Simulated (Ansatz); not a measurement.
Input file:

```
crystal:
  periodic: [false, false, false]
  atoms:
    - {symbol: Zn, position_ang: [-0.836911, 0.364195, -0.547680]}
    - {symbol: H, position_ang: [0.126529, -2.514044, -0.816230]}
    - {symbol: Cl, position_ang: [-2.168622, -0.492248, -1.943584]}
    - {symbol: H, position_ang: [0.700779, -2.489265, -0.338041]}
    - {symbol: C, position_ang: [0.366455, 1.165161, 0.723533]}
    - {symbol: H, position_ang: [-0.168170, 1.433866, 1.636300]}
    - {symbol: H, position_ang: [1.163352, 0.464846, 0.979975]}
    - {symbol: H, position_ang: [0.816589, 2.067390, 0.305828]}
basis:
  gaussian: {orbitals: def2-TZVPP}
hamiltonian: {xc: pbe0, dispersion: d4}
output: {orbitals: {seedname: orbitals}}
```

Run with:

```sh
ansatz run in.yaml --threads 4 --pin off --events-out ev --progress --plain --max-ram 9574MiB
```

The product side of a reaction path; geometry: PBE0-D4/def2-TZVP.

Theory: RKS PBE0-D4/def2-TZVPP (Ansatz).

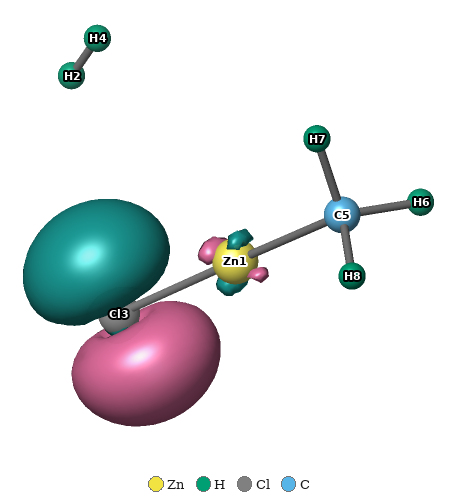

CH3ClZn···H2. The HOMO−1 at ±0.2 Å⁻³ᐟ² (teal and pink are the two phases), seen at a tilt.

Question: Describe this orbital and give its energy.

Answer: Its weight (Hirshfeld) is mainly on Cl3 (about 90 %) and Zn1 (about 10 %); largely a lone pair of Cl3. Its energy is −8.66 eV.
